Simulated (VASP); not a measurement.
# Rh: free energy against electron temperature

How do entropy and free energy of the electrons in Rh grow with the Fermi-Dirac width, and how far does the Sommerfeld expansion hold?

Calculated with VASP 6.6.1; PBEsol; plane waves and PAW (Rh_pv), in the first sound run; inputs show where later runs differ.

## Step 1: The structure

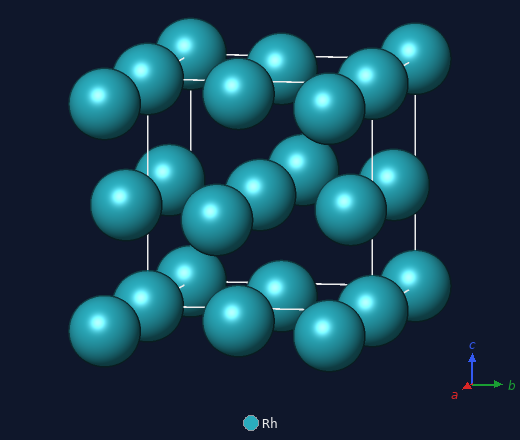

The starting structure, seen slightly off an axis (rhodium blue). 2×1×1 cells are drawn. This picture shows the conventional cell, with its axes. Some periodic images of atoms are drawn too.

## Step 2: Relax the crystal, PBEsol

The cell is relaxed and then held.

This step took 2 runs in a row; the last is shown.

Level: PBEsol; plane waves and PAW (Rh_pv).

The input, INCAR:

```
SYSTEM = Rh
PREC = Accurate
ENCUT = 450
EDIFF = 1E-07
NELM = 120
ISMEAR = 1
SIGMA = 0.15
LREAL = .FALSE.
ALGO = Normal
GGA = PS
NBANDS = 13
LASPH = .TRUE.
LORBIT = 11
LWAVE = .FALSE.
LCHARG = .FALSE.
KPAR = 8
IBRION = 2
NSW = 40
ISIF = 3
EDIFFG = -0.005
POTIM = 0.4
```

The input, POSCAR:

```
Rh
1.0
    0.0000000000      1.8895845181      1.8895845181
    1.8895845181      0.0000000000      1.8895845181
    1.8895845181      1.8895845181      0.0000000000
Rh
1
Direct
    0.0000000000      0.0000000000      0.0000000000
```

The input, KPOINTS:

```
Automatic mesh
0
Gamma
20 20 20
0 0 0
```

Potentials, in the order of the species: Rh_pv (PBE family, release 64).

Run with:

```sh
$ mpirun -np 8 vasp_std
```

Output:

```text
[banner, memory and clock lines left out]
running    8 mpi-ranks, on    1 nodes
[...]
|                                                                             |
|           W    W    AA    RRRRR   N    N  II  N    N   GGGG   !!!           |
|           W    W   A  A   R    R  NN   N  II  NN   N  G    G  !!!           |
|           W    W  A    A  R    R  N N  N  II  N N  N  G       !!!           |
|           W WW W  AAAAAA  RRRRR   N  N N  II  N  N N  G  GGG   !            |
|           WW  WW  A    A  R   R   N   NN  II  N   NN  G    G                |
|           W    W  A    A  R    R  N    N  II  N    N   GGGG   !!!           |
|                                                                             |
|     For optimal performance we recommend to set                             |
|       NCORE = 2 up to number-of-cores-per-socket                            |
|     NCORE specifies how many cores store one orbital (NPAR=cpu/NCORE).      |
|     This setting can greatly improve the performance of VASP for DFT.       |
[...]
DAV:   2    -0.813840186915E+01    0.16083E-03   -0.32626E-04  6891   0.253E-01    0.152E-02
DAV:   3    -0.813840137740E+01    0.49175E-06   -0.39704E-06  7581   0.248E-02    0.864E-03
DAV:   4    -0.813840302182E+01   -0.16444E-05   -0.10950E-06  7026   0.123E-02    0.651E-04
DAV:   5    -0.813840295129E+01    0.70532E-07   -0.21265E-08  4863   0.213E-03
   2 F= -.81384030E+01 E0= -.81387165E+01  d E =0.147506E-05
 trial-energy change:    0.000001  1 .order    0.000002   -0.000005    0.000008
 step:   0.4025(harm=  0.3501)  dis= 0.00000  next Energy=    -8.138405 (dE=-0.946E-06)
[...]
N       E                     dE             d eps       ncg     rms          rms(c)
DAV:   1    -0.813846278883E+01   -0.59767E-04   -0.74968E-04  6846   0.411E-01    0.551E-02
DAV:   2    -0.813840685266E+01    0.55936E-04   -0.11645E-04  6841   0.151E-01    0.913E-03
DAV:   3    -0.813840597261E+01    0.88004E-06   -0.14017E-06  7501   0.147E-02    0.518E-03
DAV:   4    -0.813840532739E+01    0.64522E-06   -0.38872E-07  7001   0.734E-03    0.384E-04
DAV:   5    -0.813840536080E+01   -0.33404E-07   -0.73781E-09  3848   0.125E-03
   3 F= -.81384054E+01 E0= -.81387194E+01  d E =-.934444E-06
[...]
reached required accuracy - stopping structural energy minimisation
```

It took 5.8 s on 8 MPI ranks of AMD EPYC 9R45, shared host; peak memory 0.97 GiB.

Lines that name or quote the potential files are left out of all logs, and their timing lines are given in words.

Parts of OUTCAR (step 2):

```text
  Total        0.0009658      0.0009658      0.0009658      0.0000000      0.0000000     -0.0000000
  in kB        0.1147130      0.1147130      0.1147130      0.0000000      0.0000000     -0.0000000
  external PRESSURE =       0.1147130 kB  Pullay stress =       0.0000000 kB

 POSITION                                       TOTAL-FORCE (eV/Angst)
 -----------------------------------------------------------------------------------
      0.00000      0.00000      0.00000         0.000000      0.000000      0.000000
 -----------------------------------------------------------------------------------
    total drift:                                0.000000     -0.000000      0.000000

  FREE ENERGIE OF THE ION-ELECTRON SYSTEM (eV)
  ---------------------------------------------------
  free  energy   TOTEN  =        -8.1384053608 eV

  energy  without entropy=       -8.1393476197  energy(sigma->0) =       -8.13871945

 reached required accuracy - stopping structural energy minimisation

[... 3 further parts left out ...]
[key lines of the parts left out:]
E-fermi :  12.1119
```

Read from the output:

```
energy(sigma→0) of the program : -8.1387 eV
stress, compression positive   : xx, yy, zz 0.01, 0.01, 0.01 GPa
volume                         : 13.490 Å³
ionic steps                    : 3
```

## Step 3: Tetrahedra, PBEsol

Tetrahedra give the density of states at the Fermi level without smearing.

Level: PBEsol; plane waves and PAW (Rh_pv).

The input, INCAR:

```
SYSTEM = Rh
PREC = Accurate
ENCUT = 450
EDIFF = 1E-08
NELM = 100
ISMEAR = -5
SIGMA = 0.15
LREAL = .FALSE.
ALGO = Normal
GGA = PS
NBANDS = 15
LASPH = .TRUE.
LORBIT = 11
LWAVE = .FALSE.
LCHARG = .FALSE.
KPAR = 2
ISIF = 2
NEDOS = 3001
```

The input, POSCAR:

```
Rh
1.0
    0.0000000000      1.8894005860      1.8894005860
    1.8894005860      0.0000000000      1.8894005860
    1.8894005860      1.8894005860      0.0000000000
Rh
1
Direct
    0.0000000000      0.0000000000      0.0000000000
```

The input, KPOINTS:

```
Automatic mesh
0
Gamma
34 34 34
0 0 0
```

Run with:

```sh
$ mpirun -np 2 vasp_std
```

Output:

```text
[banner, memory and clock lines left out]
running    2 mpi-ranks, on    1 nodes
[...]
[... a notice as in an earlier step ...]

 LDA part: xc-table for (Slater+PW92), standard interpolation
 POSCAR, INCAR and KPOINTS ok, starting setup
[...]
entering main loop
       N       E                     dE             d eps       ncg     rms          rms(c)
DAV:   1     0.108928555267E+03    0.10893E+03   -0.78533E+03 32103   0.966E+02
DAV:   2    -0.729722885364E+01   -0.11623E+03   -0.11115E+03 36460   0.305E+02
DAV:   3    -0.876511996857E+01   -0.14679E+01   -0.14663E+01 37202   0.373E+01
DAV:   4    -0.877008529872E+01   -0.49653E-02   -0.49651E-02 37118   0.222E+00
[...]
DAV:  12    -0.813767864981E+01    0.84869E-07   -0.10982E-08 25014   0.144E-03    0.722E-05
DAV:  13    -0.813767863627E+01    0.13533E-07   -0.64531E-10 18545   0.311E-04    0.277E-05
DAV:  14    -0.813767863799E+01   -0.17130E-08   -0.22226E-10 17124   0.190E-04
   1 F= -.81376786E+01 E0= -.81376786E+01  d E =0.000000E+00
|                                                                             |
|           W    W    AA    RRRRR   N    N  II  N    N   GGGG   !!!           |
|           W    W   A  A   R    R  NN   N  II  NN   N  G    G  !!!           |
|           W    W  A    A  R    R  N N  N  II  N N  N  G       !!!           |
|           W WW W  AAAAAA  RRRRR   N  N N  II  N  N N  G  GGG   !            |
|           WW  WW  A    A  R   R   N   NN  II  N   NN  G    G                |
|           W    W  A    A  R    R  N    N  II  N    N   GGGG   !!!           |
|                                                                             |
|     Tetrahedron method does not include variations of the Fermi             |
|     occupations, so forces and stress will be inaccurate. We suggest        |
|     using a different smearing scheme ISMEAR = 1 or 2 for metals in         |
|     relaxations.                                                            |
|                                                                             |
```

Elapsed: 42 s, on 2 MPI ranks; peak memory 0.47 GiB; 67 s of CPU time.

From OUTCAR (step 3):

```text
  Total        0.0010971      0.0010971      0.0010971     -0.0000000     -0.0000000      0.0000000
  in kB        0.1303082      0.1303082      0.1303082     -0.0000000     -0.0000000      0.0000000
  external PRESSURE =       0.1303082 kB  Pullay stress =       0.0000000 kB

 POSITION                                       TOTAL-FORCE (eV/Angst)
 -----------------------------------------------------------------------------------
      0.00000      0.00000      0.00000        -0.000000     -0.000000      0.000000
 -----------------------------------------------------------------------------------
    total drift:                                0.000000     -0.000000      0.000000

  FREE ENERGIE OF THE ION-ELECTRON SYSTEM (eV)
  ---------------------------------------------------
  free  energy   TOTEN  =        -8.1376786380 eV

  energy  without entropy=       -8.1376786380  energy(sigma->0) =       -8.13767864

[... 3 further parts left out ...]
[key lines of the parts left out:]
E-fermi :  12.1069
```

Read from the output:

```
energy(sigma→0) of the program : -8.1377 eV
```

The run ends at a pressure of 0.01 GPa.

## Step 4: Electron temperature, PBEsol

One member in full: SIGMA = 0.15 eV.

Level: PBEsol; plane waves and PAW (Rh_pv).

INCAR: that of step 3 with these lines changed.

```diff
@@ -5,3 +5,3 @@
 NELM = 100
-ISMEAR = -5
+ISMEAR = -1
 SIGMA = 0.15
@@ -17,2 +17 @@
 ISIF = 2
-NEDOS = 3001
```

POSCAR is that of step 3.

KPOINTS is that of step 3.

Run with:

```sh
$ mpirun -np 2 vasp_std
```

Output:

```text
[... set-up lines as in an earlier step ...]
 entering main loop
       N       E                     dE             d eps       ncg     rms          rms(c)
DAV:   1     0.108917071324E+03    0.10892E+03   -0.78533E+03 32103   0.966E+02
DAV:   2    -0.733835212371E+01   -0.11626E+03   -0.11108E+03 36460   0.305E+02
DAV:   3    -0.880644770838E+01   -0.14681E+01   -0.14663E+01 37202   0.373E+01
DAV:   4    -0.881141351282E+01   -0.49658E-02   -0.49657E-02 37118   0.222E+00
[...]
DAV:  11    -0.818554375187E+01   -0.29001E-06   -0.47807E-07 36740   0.955E-03    0.385E-04
DAV:  12    -0.818554368546E+01    0.66416E-07   -0.74565E-09 24670   0.117E-03    0.578E-05
DAV:  13    -0.818554367552E+01    0.99367E-08   -0.44232E-10 18468   0.259E-04
   1 F= -.81855437E+01 E0= -.81365466E+01  d E =-.979941E-01
```

The job ended after 39 s (2 MPI ranks; peak memory 0.44 GiB; 61 s of CPU time).

OUTCAR, selected parts (step 4):

```text
  LATTYP: Found a face centered cubic cell.
 ALAT       =     3.7788011720

 Subroutine GETGRP returns: Found 48 space group operations
 (whereof 48 operations were pure point group operations)

The static configuration has the point symmetry O_h .

 Found   1059 irreducible k-points:

   dimension x,y,z NGX =    18 NGY =   18 NGZ =   18
   dimension x,y,z NGXF=    36 NGYF=   36 NGZF=   36

   ENCUT  =  450.0 eV  33.07 Ry    5.75 a.u.   4.62  4.62  4.62*2*pi/ulx,y,z

   NELECT =      15.0000    total number of electrons

 E-fermi :  12.0944

 k-point     1 :       0.0000    0.0000    0.0000
  band No.  band energies     occupation
    ...
      5       8.9252      2.00000
      6       8.9252      2.00000
      7       8.9252      2.00000
      8      11.1006      1.99735
      9      11.1006      1.99735
     10      28.0274      0.00000
     11      32.4380      0.00000
     12      33.5843      0.00000
     13      33.5843      0.00000
     14      33.5843      0.00000
    ...

 k-point     2 :       0.0294    0.0000    0.0000
  band No.  band energies     occupation
    ...
      5       8.9084      2.00000
      6       8.9396      2.00000
      7       8.9396      2.00000
      8      11.0920      1.99750
      9      11.0920      1.99750
     10      28.0812      0.00000
     11      32.4369      0.00000
     12      33.3676      0.00000
     13      33.6375      0.00000
     14      33.6375      0.00000
    ...

  Total        0.0881943      0.0881943      0.0881943     -0.0000000     -0.0000000     -0.0000000
  in kB       10.4748798     10.4748798     10.4748798     -0.0000000     -0.0000000     -0.0000000
  external PRESSURE =      10.4748798 kB  Pullay stress =       0.0000000 kB

 POSITION                                       TOTAL-FORCE (eV/Angst)
 -----------------------------------------------------------------------------------
      0.00000      0.00000      0.00000        -0.000000      0.000000     -0.000000
 -----------------------------------------------------------------------------------
    total drift:                                0.000000     -0.000000      0.000000

  FREE ENERGIE OF THE ION-ELECTRON SYSTEM (eV)
  ---------------------------------------------------
  free  energy   TOTEN  =        -8.1855436755 eV

  energy  without entropy=       -8.0875495724  energy(sigma->0) =       -8.13654662

 total charge
# of ion       s       p       d       tot
------------------------------------------
    1        0.417   6.317   7.076  13.811

[... 2 parts as in an earlier step ...]

[... 7 further parts left out ...]
```

Read from the output:

```
energy(sigma→0) of the program : -8.1365 eV
stress, compression positive   : xx, yy, zz 1.05, 1.05, 1.05 GPa
```

The run ends at a pressure of 1.05 GPa.

## Step 5: The table

The other members went through these steps as far as the tables show, on the same mesh; 7 runs are not shown. The session took 0.21 core hours (wall time by ranks) on a shared machine.

```csv
width kT (eV),temperature (K),free energy less that of the narrowest width (meV/atom),TS (meV/atom),pressure (GPa),shift of the Fermi level (eV)
0.025,290,0.000,2.537,0.043,0.000
0.050,580,-3.809,10.215,0.120,-0.006
0.075,870,-10.257,23.425,0.259,-0.009
0.100,1160,-19.463,42.469,0.461,-0.013
0.150,1741,-46.417,97.994,1.047,-0.021
0.200,2321,?,?,1.841,-0.027
0.300,3481,-192.893,384.182,3.870,-0.028
```

## Step 6: The Sommerfeld expansion

At low temperature TS = (π²/3) g (kT)², so TS, twice the difference of energy(sigma→0) and the free energy, over (π²/3)(kT)² is an effective density of states: 1.234, 1.242, 1.266, 1.291, 1.324, 1.298 states/eV/atom in the rows shown.

Fitting a parabola to the 6 known rows (σ: width in eV) gives g = − 3.116 σ² + 1.284 σ + 1.194 in states/eV/atom; the residuals are 0.0067 states/eV/atom r.m.s.

For the withheld row, σ = 0.2, the fit gives 1.326 states/eV/atom.

## Step 7: Checking the prediction

The calculation gives 1.330 states/eV/atom, so the prediction is 0.004 states/eV/atom too low.

The parabola in σ is an empirical guide, not the expansion itself. Tetrahedra give g = 1.250 states/eV/atom at the Fermi level, the limit that the series should reach at zero width.

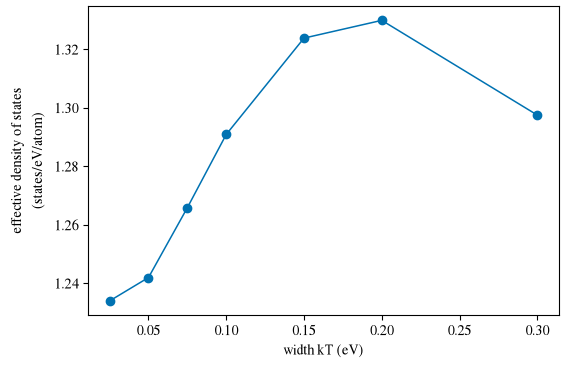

TS over (π²/3)(kT)² against the width.

## Step 8: Results

```json
{
  "density of states at the Fermi level, tetrahedra": "1.25 states/eV/atom",
  "Sommerfeld coefficient from it": "2.95 mJ per mole of atoms and K²",
  "pressure at the widest setting": "3.87 GPa",
  "error of the predicted g": "-0.004 states/eV/atom"
}
```

**Reading.** Against the tetrahedron value, the effective density of states stands at -1 % at 0.025 eV, -1 % at 0.05 eV, +3 % at 0.1 eV, +4 % at 0.3 eV. The leading term holds within a tenth at the widest setting. The bare coefficient lacks the electron-phonon enhancement of measured heat capacities.

[Lines on the potential files, build, host, timing and source positions are cut from VASP's logs without a mark.]

[Logs are printed without paths, hosts, clocks, repeated set-up lines and the standing remarks that a program may print on its own settings, such as how far it seeks lower states.]

[Hosts, paths, dates, database ids (printed as entryN), source tags and the programs' standing remarks are cut or masked in the printed files.]
